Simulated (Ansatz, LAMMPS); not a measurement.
# Li+ BF4- in ethylene carbonate and dimethyl sulfoxide and propylene carbonate at 300 K (188 atoms): a single point

Wanted: forces, charges and levels of Li+ BF4- in ethylene carbonate and dimethyl sulfoxide and propylene carbonate at 300 K (188 atoms).

Calculated with Ansatz 0.2.0; Kohn-Sham DFT, r2SCAN+D3(BJ), PAW (set soft_2), plane waves.

## 1. The starting structure

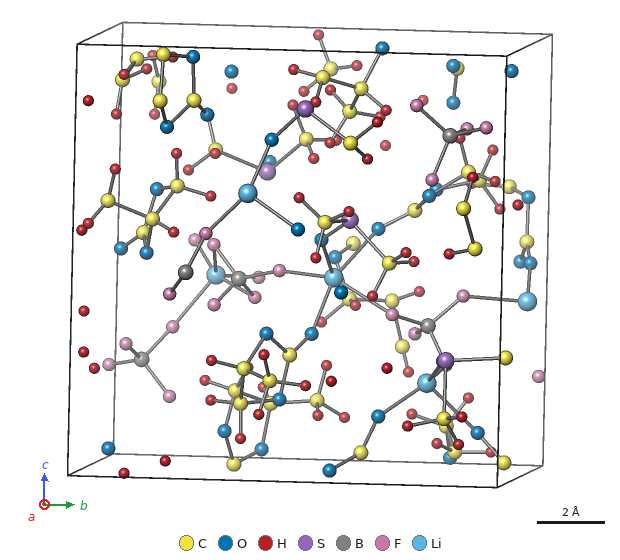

Start, viewed slightly off an axis; carbon yellow, oxygen blue, hydrogen red, sulfur purple, boron grey, fluorine pink, lithium blue. Bonds to atoms that aren't drawn are left out. Some periodic images of atoms are drawn too.

The cell holds 188 atoms: 44 C, 34 O, 76 H, 4 S, 5 B, 20 F and 5 Li. Cell: a = 12.996 Å, b = 12.996 Å, c = 12.996 Å, α = 90.0°, β = 90.0°, γ = 90.0°. 4 ethylene carbonate, 4 dimethyl sulfoxide, 6 propylene carbonate, 5 Li+, 5 BF4- placed at random, at 1.32 g/cm³; overlaps pushed apart, then 10 ps at 550 K with stiff harmonic cages for PF6 and BF4 with UFF radii; Joung-Cheatham ions (J. Phys. Chem. B 112, 9020 (2008)); MMFF94 bonds, angles, torsions, charges and radii (Halgren, J. Comput. Chem. 17, 490 (1996)) in harmonic and 12-6 forms; charges of ions scaled by 0.8. Snapshot after 30 ps at 300 K and fixed volume.

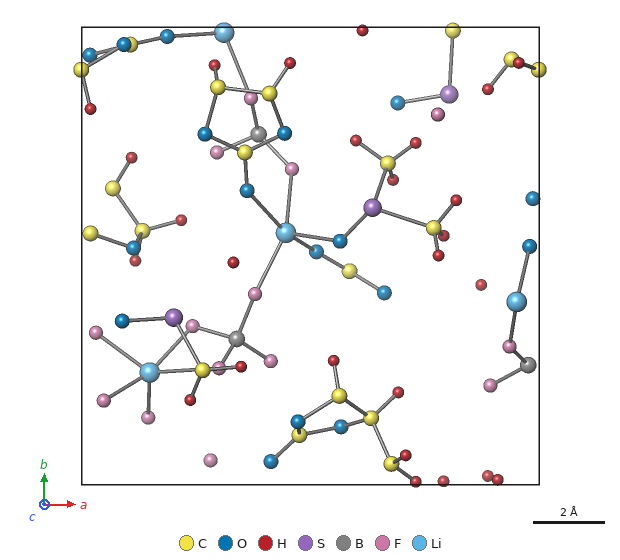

A slice 6 Å thick through the middle of the cell. Bonds to atoms that aren't drawn are left out.

Limits known from the start: The network of contacts between molecules at the start is that of the classical potential that made the cell, and needn't be the one that DFT or experiment would give. The density was typed from a rule of thumb and may lie off the real one at this temperature. The Brillouin zone is sampled at Γ only, in a cell whose shortest periodic width is 13 Å.

## 2. How the cell was made

A classical potential makes the cell, at a small fraction of what the same run would cost in DFT.

This step: classical MD, stiff harmonic cages for PF6 and BF4 with UFF radii; Joung-Cheatham ions (J. Phys. Chem. B 112, 9020 (2008)); MMFF94 bonds, angles, torsions, charges and radii (Halgren, J. Comput. Chem. 17, 490 (1996)) in harmonic and 12-6 forms; charges of ions scaled by 0.8 (LAMMPS 22 Jul 2025 - Update 4).

Contents of in.lmp:

```
# Li+ BF4- in ethylene carbonate and dimethyl sulfoxide and propylene carbonate
units real
atom_style full
boundary p p p
bond_style harmonic
angle_style harmonic
dihedral_style opls
improper_style harmonic
special_bonds lj 0 0 0.5 coul 0 0 0.75
read_data data.lmp
neigh_modify delay 0 every 1 check yes one 4000
comm_modify cutoff 12.0
timestep 0.5
thermo_style custom step time temp pe press density
thermo_modify norm yes
# push overlapping molecules apart
pair_style soft 2.6
pair_coeff * * 0.0
variable a equal ramp(1,60)
fix ad all adapt 1 pair soft a * * v_a
velocity all create 550 706453 mom yes dist gaussian
fix lim all nve/limit 0.03
fix lan all langevin 550 550 50 706454 zero yes
thermo 1000
run 3000 post no
unfix ad
pair_style lj/cut/coul/long 9.0
pair_modify mix arithmetic tail yes
pair_coeff 1 1 0.0678 3.3680   # C
pair_coeff 2 2 0.0763 3.0430   # O
pair_coeff 3 3 0.0678 3.4070   # C
pair_coeff 4 4 0.0763 2.9870   # O
pair_coeff 5 5 0.0216 2.5400   # H
pair_coeff 6 6 0.2681 3.6400   # S
# [... 21 lines left out ...]
compute msd all msd com yes
thermo 7500
fix md all nvt temp 300 300 100
run 30000 post no
print "== T300: mean square displacement over the hold $(c_msd[4]:%.2f) A^2"
unfix md
uncompute msd
write_dump all custom T300.dump id type xs ys zs modify sort id
```

Run with:

```
lmp -in in.lmp -log none -nocite
```

Numbers of over 12 decimals in the logs are rounded to 6 here.

Log:

```text
LAMMPS (22 Jul 2025 - Update 4)
Reading data file ...
  orthogonal box = (0 0 0) to (12.99565 12.99565 12.99565)
  188 atoms
  orthogonal box = (0 0 0) to (12.99565 12.99565 12.99565)
  204 bonds
  266 angles
  292 dihedrals
  10 impropers
WARNING: Bond/angle/dihedral extent > half of periodic box length
   Step          Time           Temp          PotEng         Press         Density
         0   0              550            0.44025367     6340.7062      1.3210013
      1000   500            466.54625      1.7492373      27984.116      1.3210013
      2000   1000           509.22056      1.6743419      24884.969      1.3210013
      3000   1500           481.61155      1.4978626      18543.583      1.3210013
WARNING: Bond/angle/dihedral extent > half of periodic box length
Loop time of 0.328445 s on 1 MPI rank(s) for 3000 steps with 188 atoms
PPPM initialization ...
  G vector (1/distance) = 0.29959714
  grid = 8 8 8
[... 31 lines left out ...]
Loop time of 6.00268 s on 1 MPI rank(s) for 10000 steps with 188 atoms
WARNING: Bond/angle/dihedral extent > half of periodic box length
   Step          Time           Temp          PotEng         Press         Density
[... 4 lines left out ...]
WARNING: Bond/angle/dihedral extent > half of periodic box length
Loop time of 2.93927 s on 1 MPI rank(s) for 5000 steps with 188 atoms
WARNING: Bond/angle/dihedral extent > half of periodic box length
   Step          Time           Temp          PotEng         Press         Density
[... 2 lines left out ...]
     30000   29000          289.1393      -4.6222497      2647.93        1.3210013
     37500   36500          326.04567     -4.4791255     -3861.0883      1.3210013
     45000   44000          307.53798     -4.5948385      1490.3815      1.3210013
     47000   46000          306.58012     -4.6957297      6591.0455      1.3210013
WARNING: Bond/angle/dihedral extent > half of periodic box length
Loop time of 17.7464 s on 1 MPI rank(s) for 30000 steps with 188 atoms
== T300: mean square displacement over the hold 4.76 A^2
```

Wall time 29 s (1 thread of Arm Neoverse V2, shared host); peak memory 0.13 GiB.

The input also reads data.lmp (atoms, bonds and types; not printed here).

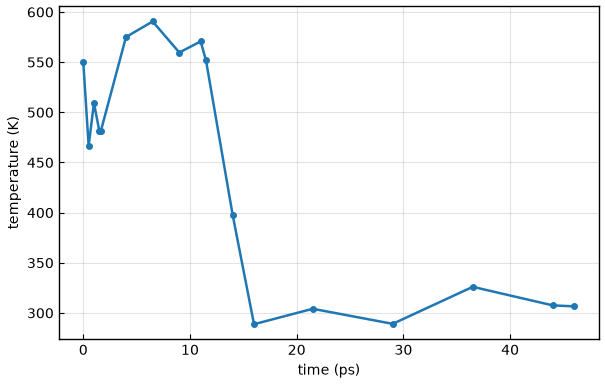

Temperature, plotted against time.

## 3. Plane-wave single point

The electrons are solved once, with the atoms held.

Contents of input.yaml:

```yaml
crystal:
  lattice:
    - [12.99565, 0.0, 0.0]
    - [0.0, 12.99565, 0.0]
    - [0.0, 0.0, 12.99565]
  atoms:
    - { symbol: C, position: [0.02771, 0.6699, 0.26838] }
    - { symbol: C, position: [0.06826, 0.64795, 0.37582] }
    - { symbol: C, position: [0.13286, 0.55513, 0.38079] }
    - { symbol: O, position: [0.11317, 0.51756, 0.4757] }
    - { symbol: C, position: [0.01923, 0.54955, 0.50377] }
    - { symbol: O, position: [0.9791, 0.52116, 0.58389] }
    - { symbol: O, position: [0.98612, 0.6255, 0.44102] }
    - { symbol: H, position: [0.98534, 0.60707, 0.23481] }
    - { symbol: H, position: [0.97887, 0.73543, 0.26826] }
    - { symbol: H, position: [0.08567, 0.6915, 0.21313] }
    - { symbol: H, position: [0.10909, 0.71524, 0.40135] }
    - { symbol: H, position: [0.11729, 0.48987, 0.32477] }
    - { symbol: H, position: [0.21763, 0.57849, 0.37116] }
    - { symbol: C, position: [0.02617, 0.09001, 0.86677] }
    - { symbol: C, position: [0.96881, 0.19287, 0.87249] }
    - { symbol: C, position: [0.92696, 0.19379, 0.97753] }
    - { symbol: O, position: [0.84007, 0.25373, 0.96958] }
    - { symbol: C, position: [0.81174, 0.25495, 0.86735] }
    - { symbol: O, position: [0.72711, 0.27777, 0.83052] }
    - { symbol: O, position: [0.88062, 0.20078, 0.80789] }
    - { symbol: H, position: [0.08523, 0.08056, 0.92983] }
    - { symbol: H, position: [0.97687, 0.02675, 0.86871] }
    - { symbol: H, position: [0.07101, 0.08632, 0.79317] }
    - { symbol: H, position: [0.01735, 0.2591, 0.85515] }
    - { symbol: H, position: [0.90271, 0.12118, 0.004] }
    - { symbol: H, position: [0.97959, 0.22442, 0.03918] }
    - { symbol: C, position: [0.67687, 0.04595, 0.62253] }
    - { symbol: C, position: [0.63254, 0.1457, 0.58018] }
    - { symbol: C, position: [0.56318, 0.19451, 0.65478] }
    - { symbol: O, position: [0.47289, 0.13778, 0.64126] }
    - { symbol: C, position: [0.47574, 0.10888, 0.53982] }
    - { symbol: O, position: [0.41363, 0.05097, 0.4983] }
    [... 150 atom lines left out ...]
    - { symbol: F, position: [0.04816, 0.18412, 0.50344] }
    - { symbol: Li, position: [0.44642, 0.55098, 0.44587] }
    - { symbol: Li, position: [0.95085, 0.39977, 0.66281] }
    - { symbol: Li, position: [0.14872, 0.24551, 0.42898] }
    - { symbol: Li, position: [0.31123, 0.98839, 0.39596] }
    - { symbol: Li, position: [0.56871, 0.78564, 0.21417] }
kpoints:
  mp_grid: { grid: [1, 1, 1] }
hamiltonian:
  xc: r2scan
  dispersion: d3bj
scf:
  occupations: { method: fixed }
output:
  forces: true
  stress: true
  populations: true
  dos:
    method: { smearing: { sigma: 0.08 } }
    de: 0.1
    projected: { site_lists: { B: [B], C: [C], F: [F], H: [H], Li: [Li] } }
  eigenvalues: true
  write_density: true
  write_potential: true
  volumetric_format: npy
```

Run with:

```
ansatz run input.yaml --threads 8 --pin off --max-ram 15872MiB --backend cpu --events-out ev --progress --plain --runs-dir out
```

Log:

```text
Warning: the engine holds no damping parameters fitted to this dispersion correction and functional, so the run takes those fitted to r2scan beside the three-body term, which d3bj leaves out (hamiltonian.dispersion, under Limitations)
Engine: ansatz 0.2.0, aarch64-unknown-linux-gnu
Pseudopotentials: kind: paw
Pseudopotential: C, paw, valence charge 4, recommended cutoff 500 eV (meta_gga), C.paw.azcp
Pseudopotential: O, paw, valence charge 6, recommended cutoff 500 eV (meta_gga), O.paw.azcp
Pseudopotential: H, paw, valence charge 1, recommended cutoff 500 eV (meta_gga), H.paw.azcp
Pseudopotential: S, paw, valence charge 6, recommended cutoff 500 eV (meta_gga), S.paw.azcp
Pseudopotential: B, paw, valence charge 3, recommended cutoff 500 eV (meta_gga), B.paw.azcp
Pseudopotential: F, paw, valence charge 7, recommended cutoff 500 eV (meta_gga), F.paw.azcp
Pseudopotential: Li, paw, valence charge 3, recommended cutoff 500 eV (meta_gga), Li.paw.azcp
Functional definition: r2SCAN
  parameter k0 = 0.174
  parameter k1 = 0.065
  parameter a1 = 4.9479
  exchange = r2scan_x(k0 = k0, k1 = k1, a1 = a1)
  correlation = r2scan_c
Crystal: 188 atoms, lattice volume = 2194.795 Å³
Basis set: ecut = 500 eV, 55707 PW (Γ), exchange–correlation on 384×384×384 points (64 copies of the dense FFT grid, shifted against one another)
Bands: 513, of which v1, the nominal top of the filled ones, is band 325 counted from 1 (324 counted from 0)
Symmetry: 1 space group operations
Space group: P1 (ITA 1), of the structure as read, at distance tolerance 1.3e-4 Å
k-points: 1
Non-local potential: C, projectors of the file, l = 0: 2, l = 1: 2, l = 2: 1
Non-local potential: O, projectors of the file, l = 0: 2, l = 1: 2, l = 2: 1
Non-local potential: H, projectors of the file, l = 0: 2, l = 1: 1
Non-local potential: S, projectors of the file, l = 0: 2, l = 1: 2, l = 2: 2
Non-local potential: B, projectors of the file, l = 0: 2, l = 1: 2, l = 2: 1
Non-local potential: F, projectors of the file, l = 0: 2, l = 1: 2, l = 2: 1
Non-local potential: Li, projectors of the file, l = 0: 3, l = 1: 2, l = 2: 1
PAW form: soft (Blöchl's): semilocal exchange-correlation on the pseudo side does not see the compensation charge
PAW frozen core: C, regenerated for the run's functional (the file was generated under x = pbe(κ = 0.804, μ = 0.219515), c = pbe(β = 0.066725))
PAW frozen core: O, regenerated for the run's functional (the file was generated under x = pbe(κ = 0.804, μ = 0.219515), c = pbe(β = 0.066725))
PAW frozen core: S, regenerated for the run's functional (the file was generated under x = pbe(κ = 0.804, μ = 0.219515), c = pbe(β = 0.066725))
PAW frozen core: B, regenerated for the run's functional (the file was generated under x = pbe(κ = 0.804, μ = 0.219515), c = pbe(β = 0.066725))
PAW frozen core: F, regenerated for the run's functional (the file was generated under x = pbe(κ = 0.804, μ = 0.219515), c = pbe(β = 0.066725))
PAW one-centre angular grid: C, 302 points (default); XC on 239 of its mesh's 2573 points in the sphere
PAW one-centre angular grid: O, 302 points (default); XC on 160 Gauss nodes
PAW one-centre angular grid: H, 302 points (default); XC on 160 Gauss nodes
PAW one-centre angular grid: S, 302 points (default); XC on 160 Gauss nodes
PAW one-centre angular grid: B, 302 points (default); XC on 160 Gauss nodes
PAW one-centre angular grid: F, 302 points (default); XC on 160 Gauss nodes
PAW one-centre angular grid: Li, 302 points (default); XC on 327 of its mesh's 2665 points in the sphere
Initial density: superposition of atomic densities (neutral atoms: chi_scale 0, normalization atom), corrected by the library's trained network
Initial wavefunctions: pseudopotential atomic-orbital guess
Functional: x = r2scan, c = r2scan; τ floored in thin density (d = 2e-4 eV/Å³)
SCF iter   1: F=—  HF=-53265.379510 eV  |F-HF|=—  |Δ(HF+E_count)|=         —  Δρ=1.00e-2  dr2=2.29e0  dr2_τ=1.51e1  ethr=1.77e-3  ⟨swp⟩=5.0  Hψ=1857  notcnv=0  defer=182
preconditioner: auto → Resta (q_TF=auto, 2.227 Å⁻¹)  ε∞=2.3  [insulator: Δε(μ)=4.501 eV  Ē_g=16.428 eV  n_scr=436 (ndim 8)  ℏωp=19.1 eV  f_vac=0.287  ε∞_Penn≈2.3]
SCF iter   2: F=—  HF=-53264.977227 eV  |F-HF|=—  |Δ(HF+E_count)|=   4.02e-1  Δρ=5.10e-3  dr2=2.99e-1  dr2_τ=7.60e-2  ethr=3.52e-4  ⟨swp⟩=2.0  Hψ=903  notcnv=0  defer=184
SCF iter   3: F=—  HF=-53264.952152 eV  |F-HF|=—  |Δ(HF+E_count)|=   2.51e-2  Δρ=2.16e-3  dr2=7.87e-2  dr2_τ=6.86e-3  ethr=4.60e-5  ⟨swp⟩=2.0  Hψ=610  notcnv=0  defer=186
SCF iter   4: F=—  HF=-53264.952891 eV  |F-HF|=—  |Δ(HF+E_count)|=   7.39e-4  Δρ=7.02e-4  dr2=1.06e-2  dr2_τ=1.37e-3  ethr=1.21e-5  ⟨swp⟩=3.0  Hψ=616  notcnv=0  defer=186
SCF iter   5: F=—  HF=-53264.954754 eV  |F-HF|=—  |Δ(HF+E_count)|=   1.86e-3  Δρ=2.66e-4  dr2=1.67e-3  dr2_τ=1.76e-4  ethr=1.63e-6  ⟨swp⟩=2.0  Hψ=876  notcnv=0  defer=183
SCF iter   6: F=—  HF=-53264.955799 eV  |F-HF|=—  |Δ(HF+E_count)|=   1.04e-3  Δρ=1.06e-4  dr2=2.88e-4  dr2_τ=2.75e-5  ethr=2.57e-7  ⟨swp⟩=2.0  Hψ=654  notcnv=0  defer=184
SCF iter   7: F=—  HF=-53264.956152 eV  |F-HF|=—  |Δ(HF+E_count)|=   3.54e-4  Δρ=6.08e-5  dr2=7.25e-5  dr2_τ=9.27e-6  ethr=4.44e-8  ⟨swp⟩=2.0  Hψ=644  notcnv=0  defer=183
SCF iter   8: F=—  HF=-53264.959099 eV  |F-HF|=—  |Δ(HF+E_count)|=   2.95e-3  Δρ=1.66e-5  dr2=6.44e-6  dr2_τ=6.56e-7  ethr=1.12e-8  ⟨swp⟩=2.0  Hψ=791  notcnv=0  defer=183
SCF iter   9: F=—  HF=-53264.959116 eV  |F-HF|=—  |Δ(HF+E_count)|=   1.74e-5  Δρ=6.61e-6  dr2=1.01e-6  dr2_τ=1.04e-7  ethr=9.91e-10  ⟨swp⟩=2.0  Hψ=644  notcnv=0  defer=183
SCF iter  10: F=—  HF=-53264.959118 eV  |F-HF|=—  |Δ(HF+E_count)|=   2.00e-6  Δρ=3.17e-6  dr2=2.22e-7  dr2_τ=2.62e-8  ethr=1.55e-10  ⟨swp⟩=2.0  Hψ=654  notcnv=0  defer=183
SCF iter  11: F=-53264.959118 eV  HF=-53264.959118 eV  |F-HF|=6.25e-8  |Δ(HF+E_count)|=   3.23e-7  Δρ=1.03e-6  dr2=2.78e-8  dr2_τ=3.05e-9  ethr=1.54e-11  ⟨swp⟩=24.0  Hψ=5329  notcnv=0
SCF 1 converged in 11 iterations: F = -53264.959118 eV  dr2 = 2.78e-8
  greatest PAW one-centre occupation: 0.999 electrons in one spin orbital (limit 2), on the Li atom at site 185 (counted from 0), in its partial waves of l = 0
WARN: The input density's exchange-correlation potential varies sharply where the density is thin. Do not read a vacuum level from v_tot or v_xc, or from such a field of the output density. On a cell that repeats whose density bears no net charge and no dipole along the vacuum's axis use v_es (v_loc + v_h of the components); [...]
SCF converged after 11 iterations
Free energy (F): -53264.959118 eV
Harris-Foulkes:  -53264.959118 eV  (|F-HF|=6.25e-8)
Internal energy: -53264.959118 eV  (E = F + TS)
E sigma→0 (E₀):  -53264.959118 eV
Fermi energy:    -0.226535 eV
--- Per-component energies (eV) ---
  E_band       = -6511.836150
  E_kinetic    = 16026.362354
  E_local      = -63392.854194  (includes V_loc(G=0)·N_el)
  E_nonlocal   = 4382.563932
  E_hartree    = 24673.922285
  E_xc         = -7390.626738
  E_vxc        = -10421.446067  (∫ρ·V_xc dr)
  E_paw        = -16944.830790  (= ΣΔE_a)
  E_vpaw       = -3133.618991  (= ΣTr[D̂ρ^β])
  E_aug_tail   = 0.018978  (compensation charges beyond the density's cutoff)
  E_vtau       = 679.297633  (kinetic-family band-sum trace: ∫τ·v_τ [+ j·A + Jᵃ·Aᵃ] dr)
  E_ewald      = -10611.475839
  E_disp       = -4.703960  (pairwise vdW)
  E_core_change = -3.335143  (= ΣΔE_core)
  E_smearing   = -0.000000  (= −TS)
  E_closure    = 0.000000  (closes the sum)
  Σ components = -53264.959118   (vs F -53264.959118, Δ=0.00e0)
--- Forces (eV/Å), atoms counted from 1 ---
  atom   1  C      0.17149247     0.10762037    -0.08464211
  atom   2  C     -0.08274000     0.98332710    -3.35528497
  atom   3  C      3.39102474    -0.54069935    -3.11045946
  atom   4  O     -0.88034825    -0.97619394     2.76932050
  atom   5  C      0.48734973     0.00270589     2.06047975
  atom   6  O      0.09345523     0.58278072    -1.77482468
  atom   7  O     -1.21218342    -0.98372240     1.67374606
  atom   8  H     -0.20988784    -0.53201840     0.10738949
  atom   9  H     -0.69887534     0.68196750     0.32493987
  atom  10  H      0.73210307    -0.14948757     0.05715731
  atom  11  H      0.23099049     0.42724887     0.58074662
  atom  12  H     -0.04064727     1.22382622     0.34385151
  atom  13  H     -1.56910540    -0.67867241     0.37531721
  atom  14  C      2.68632338     1.38781884    -1.58432218
[...]
atom 187  Li     0.26526921     0.03519548     0.29440474
  atom 188  Li    -0.04017638     0.56651225    -0.11041040
  max |Σ_I F_I| component: 1.53e-4 eV/Å
--- Stress (GPa, compression-positive) ---
        0.565799       0.359118      -0.026248
        0.359118       0.136764      -0.023765
       -0.026247      -0.023764       0.101868
  P = ⅓ Tr σ = 0.2681 GPa (2.681 kbar)
--- Band table (eV) ---
  k-point 0: bands = ["-45.5834", "-45.5301", "-44.9703", "-44.9592", [... 497 levels ...], "11.6812", "11.7080", "11.7468", "11.7607", "11.8016", "11.8237", "11.8638", "11.9233", "11.9312", "11.9680", "11.9963", "12.0311"]
--- Löwdin populations: 188 sites ---
  site symbol       q [e]
     0      C      4.4687
     1      C      3.8834
     2      C      4.0268
[...]
187     Li      2.2187
  spilling = 0.012320 (of n_electrons = 650.000000)
```

Elapsed: 55 s, on 8 threads of Arm Neoverse V2, shared host; peak memory 6.4 GiB.

The program notes that the exchange-correlation potential is rough where the density is thin. Further notices: dispersion damping borrowed.

The run gave:

```
free energy                                      : -53264.9591 eV
free energy per atom                             : -283.3243 eV/atom
SCF cycles                                       : 11
pressure                                         : 0.2681 GPa
r.m.s. force component                           : 0.981 eV/Å
longest force                                    : 4.633 eV/Å
Fermi energy                                     : -0.2265 eV
gap (highest filled to lowest empty level) : 4.338 eV
spilling of the projection                       : 0.01232
```

Length of the force by element:

| element | coordination | atoms | mean length of the force (eV/Å) | spread | least | most |
| --- | --- | --- | --- | --- | --- | --- |
| B | all | 5 | 1.66 | 0.425 | 1.01 | 2.27 |
| C | all | 44 | 2.22 | 1.05 | 0.219 | 4.63 |
| F | all | 20 | 1.03 | 0.510 | 0.258 | 2.37 |
| H | all | 76 | 0.928 | 0.389 | 0.192 | 1.86 |
| Li | all | 5 | 0.568 | 0.204 | 0.384 | 0.947 |
| O | all | 34 | 1.87 | 0.762 | 0.539 | 3.79 |
| S | all | 4 | 2.10 | 0.164 | 1.93 | 2.37 |

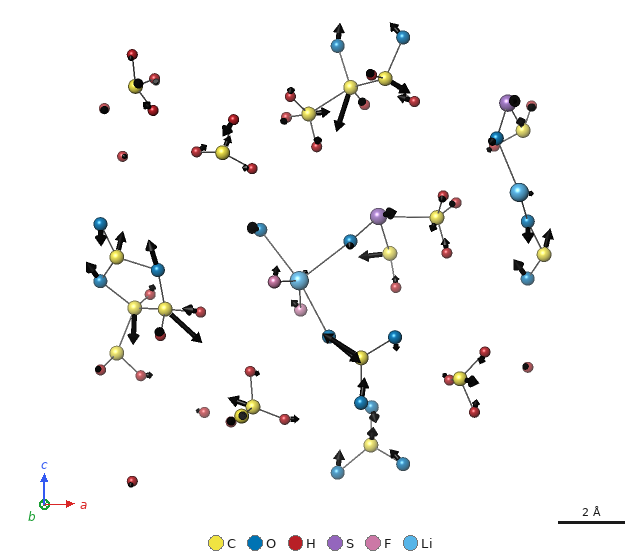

Forces as arrows; the longest in the cell is 4.63 eV/Å. Drawn is a slice 4 Å thick, seen along the normal of the ac plane. Bonds to atoms that aren't drawn are left out.

Löwdin charges by element (they lack the spilled electrons, 0.043 e an atom on average):

```csv
element,coordination,atoms,mean charge (e),spread,least,most
B,all,5,0.939,0.0107,0.930,0.958
C,all,44,0.0031,0.472,-0.600,0.772
F,all,20,-0.402,0.019,-0.435,-0.361
H,all,76,0.207,0.0163,0.165,0.240
Li,all,5,0.788,0.0222,0.765,0.823
O,all,34,-0.393,0.172,-0.824,-0.236
S,all,4,1.23,0.01,1.22,1.25
```

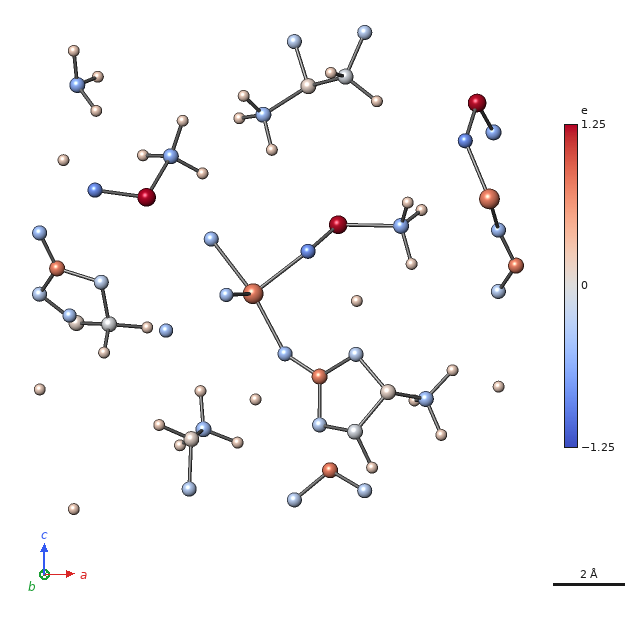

Atoms coloured by Löwdin charge. Drawn is a slice 4 Å thick, seen along the normal of the ac plane. Bonds to atoms that aren't drawn are left out.

[end of part 1 of 2]

[Logs are printed without paths, hosts, clocks, repeated set-up lines and the standing remarks that a program may print on its own settings, such as how far it seeks lower states.]

[Hosts, paths, dates, database ids (printed as entryN), source tags and the programs' standing remarks are cut or masked in the printed files.]

[The MMFF94 radii named for the starting cell were scaled by 0.96; in molecules described by MMFF94, hydrogen bound to N, O or S took a small fixed 12-6 site in their place.]
